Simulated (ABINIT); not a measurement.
# SiO2 (Quartz): G0W0 with ABINIT, start to end, part 3 of 3

How does a plane-wave GW calculation on SiO2 (Quartz) run from the first input to the gap?

ABINIT 10.8.3; LDA and many-body steps on it, plane waves. Known limits of the many-body steps: not at the basis limit; coarse k mesh.

So far. Step 4 (Empty states on the mesh, 3×3×2 mesh, 177 bands): On this mesh the gap is 5.801 eV. Step 5 (Screening, 3×3×2 mesh, 161 bands, screening to 130.6 eV): Local fields lower ε∞ by 8 %. On a Γ-centred mesh this coarse the value itself is usually too large, while a short band sum pulls it down.

## (6) Self-energy, 3×3×2 mesh, 161 bands, screening to 130.6 eV

The self-energy is evaluated for the states that the input lists, and the levels follow from it, in one-shot runs by the linearised quasiparticle equation.

This step: G0W0 on LDA, plane waves, norm-conserving pseudopotentials.

Input file run.abi:

```
acell 3*1.0 Angstrom
rprim 
  4.915799999986 0.000000000003 0.000000000000
  -2.457899999996 4.257207679910 0.000000000000
  0.000000000000 0.000000000000 5.409100000000
ntypat 2
znucl 14 8
natom 9
typat 1 1 1 2 2 2 2 2 2
xred 
  0.530300000000 0.000000000000 0.333333333333
  0.000000000000 0.530300000000 0.666666666667
  0.469700000000 0.469700000000 -0.000000000000
  0.146200000000 0.414200000000 0.881000000000
  0.585800000000 0.732000000000 0.214333333333
  0.268000000000 0.853800000000 0.547666666667
  0.414200000000 0.146200000000 0.119000000000
  0.732000000000 0.585800000000 0.785666666667
  0.853800000000 0.268000000000 0.452333333333
pp_dirpath "pseudos"
pseudos "Si.upf, O.upf"
ecut 36
ngkpt 3 3 2
nshiftk 1
shiftk 0 0 0
kptopt 1
chksymbreak 0
istwfk *1
occopt 1
irdwfk 1
optdriver 4
nband 161
gwcalctyp 0
ecutsigx 36
symsigma 1
nkptgw 2
kptgw 
  0.3333333333 0.3333333333 0.0000000000
  0.0000000000 0.0000000000 0.0000000000
bdgw 
  22 26
  23 27
ecuteps 4.8
irdscr 1
ppmodel 1
indata_prefix "in"
outdata_prefix "out"
tmpdata_prefix "tmp"
```

Launch:

```sh
OMP_NUM_THREADS=1 mpirun -n 8 abinit run.abi > log
```

Numbers of over 12 decimals in the logs are rounded to 6 here.

Log:

```text
.Version 10.8.3 of ABINIT. v10.8.2 released Aug 2026.

 Symmetries : space group P3_1 2 1 (#152); Bravais hP (primitive hexag.)
[... echo of the input left out ...]
== DATASET  1 ==================================================================
-   mpi_nproc: 8, omp_nthreads: 1 (-1 if OMP is not activated)

--- !DatasetInfo
iteration_state: {dtset: 1, }
dimensions: {natom: 9, nkpt: 6, mband: 161, nsppol: 1, nspinor: 1, nspden: 1, mpw: 7935, }
cutoff_energies: {ecut:  36.0, pawecutdg:  -1.0, }
electrons: {nelect:   4.80000000E+01, charge:   0.00000000E+00, occopt:   1.00000000E+00, tsmear:   1.00000000E-02, }

 SIGMA: Calculation of the GW corrections

 Based on a program developped by R.W. Godby, V. Olevano, G. Onida, and L. Reining.
 Incorporated in ABINIT by V. Olevano, G.-M. Rignanese, and M. Torrent.
.Using double precision arithmetic ; gwpc =  8

[... cell and pseudopotentials left out ...]
--------------------------------------------------------------------------------

 ==== K-mesh for the wavefunctions ====
 Number of points in the irreducible wedge :     6
[... list of points left out ...]
 Together with  6 symmetry operations and time-reversal symmetry
 yields    18 points in the full Brillouin Zone.

 ==== Q-mesh for screening function ====
 Number of points in the irreducible wedge :     6
[... list of points left out ...]
 Together with  6 symmetry operations and time-reversal symmetry
 yields    18 points in the full Brillouin Zone.

 vcoul_init : cutoff-mode = AUXILIARY_FUNCTION
 q-points for optical limit:   1
     1)      0.000010    0.000020    0.000030
 setmesh: FFT mesh size selected  =    45x   45x   60
          total number of points  =       121500

 Number of electrons calculated from density =   48.0000; Expected =   48.0000
 average of density, n =  0.062835
 r_s =    1.5604
 omega_plasma =   24.1800 [eV]

 === KS Band Gaps ===
  >>>> For spin  1
   Minimum direct gap =   6.1255 [eV], located at k-point      :   0.0000  0.0000  0.0000
   Fundamental gap    =   5.8014 [eV], Top of valence bands at :   0.3333  0.3333  0.0000
                                       Bottom of conduction at :   0.0000  0.0000  0.0000
 SIGMA fundamental parameters:
 PLASMON POLE MODEL  1
 number of plane-waves for SigmaX                 7935
 number of plane-waves for SigmaC and W            389
 number of plane-waves for wavefunctions          7935
 number of bands                                   161
 number of independent spin polarizations            1
 number of spinorial components                      1
 number of k-points in IBZ                           6
 number of q-points in IBZ                           6
 number of symmetry operations                       6
 number of k-points in BZ                           18
 number of q-points in BZ                           18
 number of frequencies for dSigma/dE                 9
 frequency step for dSigma/dE [eV]                0.25
 number of omega for Sigma on real axis              0
 max omega for Sigma on real axis  [eV]           0.00
 zcut for avoiding poles [eV]                     0.10

 EPSILON^-1 parameters (SCR file):
 dimension of the eps^-1 matrix on file            389
 dimension of the eps^-1 matrix used               389
 number of plane-waves for wavefunctions          7935
 number of bands                                   161
 number of q-points in IBZ                           6
 number of frequencies                               2
 number of real frequencies                          1
 number of imag frequencies                          1

 matrix elements of self-energy operator (all in [eV])

 Perturbative Calculation

--- !SelfEnergy_ee
iteration_state: {dtset: 1, }
kpoint     : [   0.333,    0.333,    0.000, ]
spin       : 1
KS_gap     :    8.700
QP_gap     :   12.041
Delta_QP_KS:    3.342
data: !SigmaeeData |
     Band     E0 <VxcDFT>   SigX SigC(E0)      Z dSigC/dE  Sig(E)    E-E0       E
       22  -0.320 -19.498 -25.458   4.182   0.814  -0.228 -20.946  -1.448  -1.768
       23  -0.320 -19.498 -25.458   4.182   0.814  -0.228 -20.946  -1.448  -1.768
       24   0.118 -19.840 -25.698   4.161   0.815  -0.226 -21.224  -1.384  -1.266
       25   8.818 -12.569  -7.108  -3.180   0.858  -0.165 -10.611   1.958  10.776
       26   8.818 -12.569  -7.108  -3.180   0.858  -0.165 -10.611   1.958  10.776

--- !SelfEnergy_ee
iteration_state: {dtset: 1, }
kpoint     : [   0.000,    0.000,    0.000, ]
spin       : 1
KS_gap     :    6.125
QP_gap     :    9.134
Delta_QP_KS:    3.008
data: !SigmaeeData |
     Band     E0 <VxcDFT>   SigX SigC(E0)      Z dSigC/dE  Sig(E)    E-E0       E
       23  -0.206 -19.281 -25.147   4.105   0.816  -0.226 -20.718  -1.437  -1.643
       24  -0.206 -19.281 -25.147   4.105   0.816  -0.226 -20.718  -1.437  -1.643
       25   5.920 -11.309  -6.475  -3.026   0.869  -0.151  -9.738   1.571   7.491
       26   9.156 -10.834  -5.307  -3.355   0.864  -0.157  -8.957   1.877  11.033
       27   9.156 -10.834  -5.307  -3.355   0.864  -0.157  -8.957   1.877  11.033

== END DATASET(S) ==============================================================
================================================================================

 -outvars: echo values of variables after computation  --------
           etotal      0.0000000000E+00
            nband         161
             nkpt           6
          spgroup         152
 [... the other variables as echoed above ...]

 Calculation completed.
```

The job ended after 24 s (8 MPI ranks of Arm Neoverse N1, shared host; peak memory 2.2 GiB; 3.2 min of CPU time).

Numbers from this step:

| Property | Result |
| --- | --- |
| G0W0 gap on the points computed | 8.757 eV |
| starting gap on the mesh | 5.801 eV |
| k of the valence top | 0.3333, 0.3333, 0 |
| k of the conduction bottom | 0, 0, 0 |
| Z at the valence top | 0.815 |
| Z at the conduction bottom | 0.869 |
| least direct G0W0 gap on the computed points | 9.134 eV |

The gap on the mesh goes from 5.80 eV to 8.76 eV, a correction of +2.96 eV.

Limits: finite bands, cutoff and mesh; coarse k mesh. v1 is the top filled band, c1 the lowest empty one. The levels before and after the correction (eV, zero at the valence-band top of each column):

```tsv
	conduction bottom	valence top
Kohn-Sham	5.80	0.00
G0W0	8.76	0.00
```

```tsv
	level	energy (eV)
Kohn-Sham	(0.333 0.333 0) v3-v2	-0.439
Kohn-Sham	(0.333 0.333 0) v1	0.000
Kohn-Sham	(0.333 0.333 0) c1-c2	8.699
Kohn-Sham	Γ v2-v1	-0.324
Kohn-Sham	Γ c1	5.801
Kohn-Sham	Γ c2-c3	9.038
G0W0	(0.333 0.333 0) v3-v2	-0.502
G0W0	(0.333 0.333 0) v1	0.000
G0W0	(0.333 0.333 0) c1-c2	12.042
G0W0	Γ v2-v1	-0.377
G0W0	Γ c1	8.757
G0W0	Γ c2-c3	12.299
```

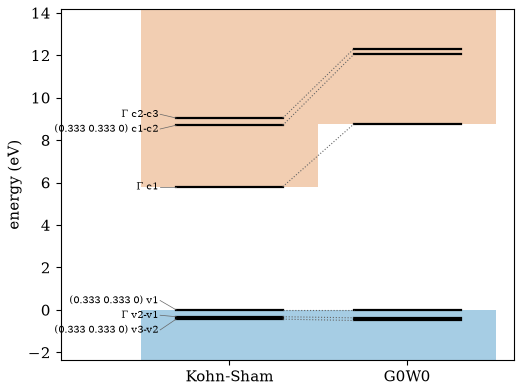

Levels before and after the correction. Shaded: valence and conduction bands.

## (7) Where the time went

Times are wall times on the hardware named with each run, good to a factor of about two.

```tsv
step	time	share	memory (GiB)
ground state	65 s	18 %	0.85
bands along the symmetry lines	63 s	17 %	0.73
empty states on the mesh	1.7 min	28 %	0.68
screening	1.9 min	31 %	3.1
self-energy	24 s	7 %	2.2
```

## (8) Summary of results

| Property | Result |
| --- | --- |
| LDA gap | 5.80 eV, indirect |
| G0W0 gap on the mesh | 8.76 eV |
| GW settings | 3×3×2 mesh, 161 bands, screening to 130.6 eV, Godby-Needs plasmon pole |
| known limits | not at the basis limit; coarse k mesh |

In words: G0W0 moves the gap on the mesh from 5.80 eV to 8.76 eV (+2.96 eV), with Z of 0.81 and 0.87 at the edges. Local fields lower the RPA ε∞ on this mesh from 2.59 to 2.39; a Γ-centred mesh this coarse tends to raise both, most where the direct gap is narrow, while a short band sum lowers them. Only 2 of the mesh's irreducible points were corrected, so a valley elsewhere could overtake. Bands and cutoff are finite, so the gap is not at the basis limit. The miss can reach some tenths of an eV and take either sign; the mesh is an error of its own. In the G0W0 run levels were corrected at 2 k points alone, so a gap called «on the mesh» is the least over those, and an edge elsewhere would be missed. The 3×3×2 mesh is coarse for this cell, which bears on the long-range parts of exchange and screening.

[Paths, hosts, dates, memory and timing lines, banners, echoed tables and standing remarks are left out of the program output.]

[Logs are printed without paths, hosts, clocks, repeated set-up lines and the standing remarks that a program may print on its own settings, such as how far it seeks lower states.]

[Runs of the session that timed out or met a known fault of the program may be left out.]

[Hosts, paths, dates, database ids (printed as entryN), source tags and the programs' standing remarks are cut or masked in the printed files.]

[G0W0 gaps are taken among the corrected bands and points alone; a level outside them can change the order at an edge.]

[Where Ansatz stands beside ABINIT at settings called matched, ABINIT's density can come from a denser mesh and the files from another edition; pairs whose starting gaps differed by over 0.03 eV were left out, so agreement reads better than it is.]
